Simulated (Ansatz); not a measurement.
**What 3 layers does to Pd**

Base system: Pd in the fcc (Cu type) structure (space group Fm-3m, No. 225; a = 3.908 Å). Axes: x, y, z lie along the cube axes.

It is then changed as follows: a free-standing slab of 3 layers (3 atoms, 1 a layer) is cut normal to [111], with 15 Å of vacuum and the in-plane cell held at bulk.

All numbers come from Ansatz (an electronic-structure program) r2SCAN, scalar-relativistic without spin-orbit coupling. k-mesh 19×19×1 (Γ-centred); smearing 0.05 eV (Fermi–Dirac), for the changed cell.

| quantity | base | changed | shift |
|---|---|---|---|
| shortest interatomic distance | 2.764 Å | 2.764 Å | 0.000 Å |
| band gap | zero | zero | – |
| excess energy per area of both faces (slab less bulk energy over the cell's area: twice a surface energy) (uncertain by up to 0.07 J/m²) | – | 3.1 J/m² | – |
| thickness between the outermost nuclei | – | 4.53 Å | – |
| change of the spacing d12 from its bulk value of 2.256 Å | – | +0.3 % | – |

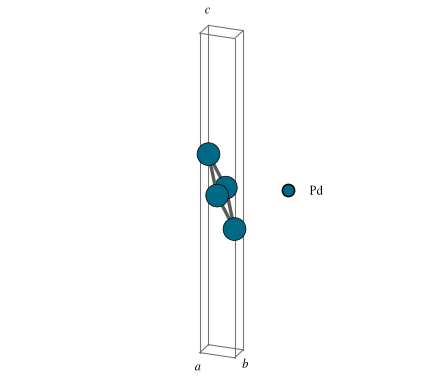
Figure: The relaxed cell after the change

The excess energy carries the mismatch between the slab's and the bulk's meshes. No phonon test of stability was made. The final runs are not spin-polarised. Pd has a high density of states at the Fermi level and may be magnetic at this level.
